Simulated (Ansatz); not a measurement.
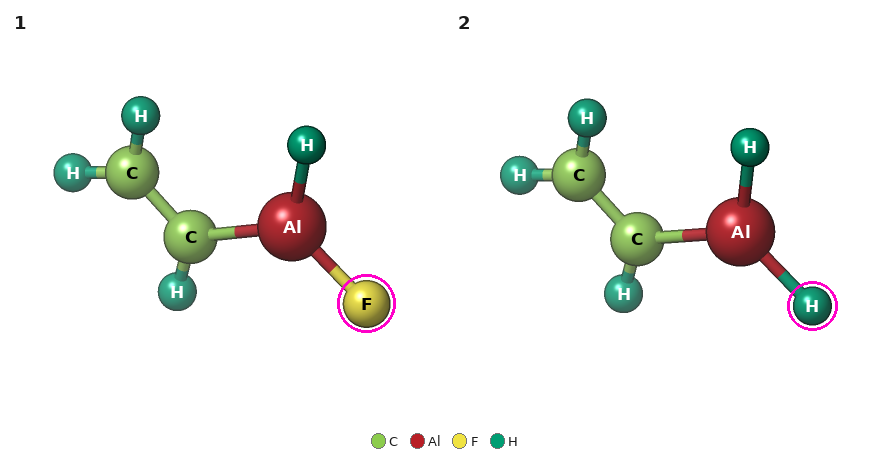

2 molecules with one skeleton, seen from the same side and at one scale; the atom that differs is circled. Each species is neutral and a spin singlet. Computed geometries: PBE0-D4/def2-TZVP optimisations, one conformation each. Properties computed with Ansatz 0.2.0.

One atom differs, called X below: F in panel 1, H in panel 2. Their formulas are C2H4AlF (`C=[CH][AlH][F]`), C2H5Al (`C=[CH][AlH2]`).

In which is the HOMO–LUMO gap larger (ωB97M-V/def2-TZVPP)?

Answer. In panel 1 (X = F).

In which is the dipole moment larger (ωB97M-V/def2-TZVPP)?

Answer. In panel 1 (X = F).

Give the values. With PBE0-D4/def2-TZVP: length of X–Al (Å), angle X–Al–H (°). With ωB97M-V/def2-TZVPP: dipole moment (D), HOMO energy (Kohn–Sham orbital) (eV), HOMO–LUMO gap (eV).

```
                            quantity   1 (F)   2 (H)   2 − 1
                  length of X–Al (Å)   1.652   1.588  −0.064
                    angle X–Al–H (°)   117.9   121.2    +3.3
                   dipole moment (D)    1.94    0.84   −1.10
HOMO energy (Kohn–Sham orbital) (eV)  −10.58  −10.32   +0.26
                  HOMO–LUMO gap (eV)   10.99   10.38   −0.61
```
